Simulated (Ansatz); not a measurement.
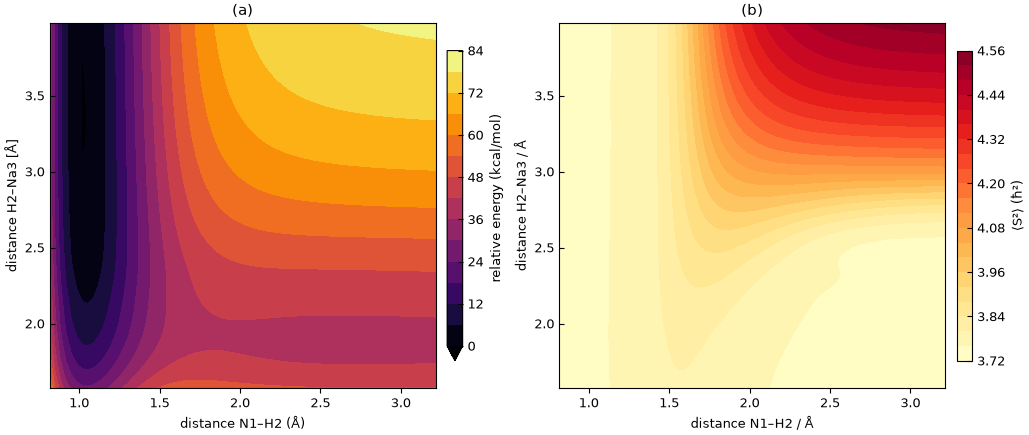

The system N + HNa, spin multiplicity 4. The first coordinate is: distance N1–H2; the second: distance H2–Na3. Nothing is relaxed (the angle N1–H2–Na3 is fixed at 180 degrees). The scan uses a 13 × 13 grid. Points are written as (first, second). Energies: kcal/mol, counted from the lowest grid point. In part of the range the unrestricted reference is strongly spin-contaminated. Theory: UKS BHLYP-D4/aug-cc-pVTZ in Ansatz 0.2.0.

Panel (a) is the energy; panel (b) is the computed ⟨S²⟩, in ħ².

In the figure: filled contours. Between grid points the surface is interpolated.

How does the ⟨S²⟩ vary over the map, and what is it at the lowest grid point?

Answer. Leaving out the highest fifth of the energies, it runs from 3.75 ħ² at (3.216 Å, 1.576 Å) to 4.06 ħ² at (1.791 Å, 3.227 Å). At the lowest grid point, (1.050 Å, 3.227 Å), it is 3.76 ħ².

| distance H2–Na3 ↓, distance N1–H2 → | 0.816 | 0.911 | 1.050 | 1.212 | 1.391 | 1.585 | 1.791 | 2.007 | 2.233 | 2.467 | 2.710 | 2.959 | 3.216 |
| --- | --- | --- | --- | --- | --- | --- | --- | --- | --- | --- | --- | --- | --- |
| 3.976 | 3.76 | 3.76 | 3.76 | 3.76 | 3.78 | 3.92 | 4.18 | 4.36 | 4.45 | 4.50 | 4.52 | 4.53 | 4.54 |
| 3.719 | 3.76 | 3.76 | 3.76 | 3.76 | 3.78 | 3.92 | 4.15 | 4.30 | 4.39 | 4.43 | 4.45 | 4.46 | 4.46 |
| 3.470 | 3.76 | 3.76 | 3.76 | 3.76 | 3.78 | 3.91 | 4.11 | 4.24 | 4.31 | 4.34 | 4.35 | 4.36 | 4.37 |
| 3.227 | 3.76 | 3.76 | 3.76 | 3.76 | 3.79 | 3.90 | 4.06 | 4.16 | 4.21 | 4.23 | 4.24 | 4.24 | 4.24 |
| 2.993 | 3.76 | 3.76 | 3.76 | 3.76 | 3.79 | 3.88 | 4.01 | 4.07 | 4.09 | 4.09 | 4.08 | 4.08 | 4.08 |
| 2.767 | 3.76 | 3.76 | 3.76 | 3.76 | 3.79 | 3.87 | 3.95 | 3.97 | 3.95 | 3.92 | 3.89 | 3.87 | 3.87 |
| 2.551 | 3.76 | 3.76 | 3.76 | 3.76 | 3.79 | 3.86 | 3.90 | 3.88 | 3.83 | 3.79 | 3.76 | 3.76 | 3.75 |
| 2.345 | 3.76 | 3.76 | 3.76 | 3.76 | 3.79 | 3.84 | 3.85 | 3.82 | 3.78 | 3.76 | 3.76 | 3.76 | 3.75 |
| 2.151 | 3.76 | 3.76 | 3.76 | 3.76 | 3.79 | 3.83 | 3.82 | 3.79 | 3.77 | 3.76 | 3.76 | 3.76 | 3.75 |
| 1.972 | 3.76 | 3.76 | 3.76 | 3.76 | 3.79 | 3.81 | 3.80 | 3.77 | 3.76 | 3.76 | 3.76 | 3.75 | 3.75 |
| 1.810 | 3.76 | 3.76 | 3.76 | 3.76 | 3.79 | 3.80 | 3.79 | 3.77 | 3.76 | 3.76 | 3.76 | 3.75 | 3.75 |
| 1.671 | 3.76 | 3.76 | 3.76 | 3.76 | 3.78 | 3.80 | 3.78 | 3.76 | 3.76 | 3.76 | 3.76 | 3.75 | 3.75 |
| 1.576 | 3.76 | 3.76 | 3.76 | 3.76 | 3.78 | 3.80 | 3.78 | 3.76 | 3.76 | 3.76 | 3.76 | 3.75 | 3.75 |
